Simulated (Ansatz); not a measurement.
Consider CHAlFN.

```xyz
5

F    -2.0883   -0.8909    1.0996
Al   -0.7286   -0.3389    0.3831
C     0.8530    0.0378   -0.4308
N     0.1766    1.1204   -0.1771
H     1.8372   -0.0022   -0.9162
```

Geometry: PBE0-D4/def2-TZVP.

All numbers below come from RKS PBE0-D4/def2-TZVPP (Ansatz).

**What can the converged electron density and electron localisation function tell about the bonding?**

C–N (1.30 Å): the density is about 2.7 e/Å³ at the midpoint; the ELF peaks at about 0.90 between the atoms; localised, covalent bonding.
Al–F (1.63 Å): the density is about 0.96 e/Å³ at the midpoint; the ELF peaks at about 0.85 in the valence shell of F, 0.6 Å from its nucleus, and is about 0.40 at the midpoint.
Al–N (1.81 Å): the density is about 0.84 e/Å³ at the midpoint; the ELF peaks at about 0.85 in the valence shell of N, 0.6 Å from its nucleus, and is about 0.50 at the midpoint.
C–Al (1.82 Å): ρ is about 0.72 e/Å³ halfway; the ELF peaks at about 0.70 in the valence shell of C, 0.7 Å from its nucleus, and is about 0.45 at the midpoint.

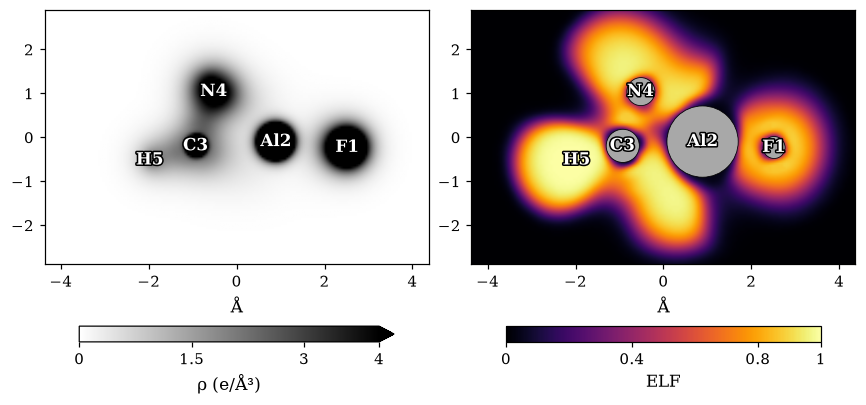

Computed electron density and electron localisation function on the molecular plane, in this order. Grey discs cover the atomic cores in the ELF map. 
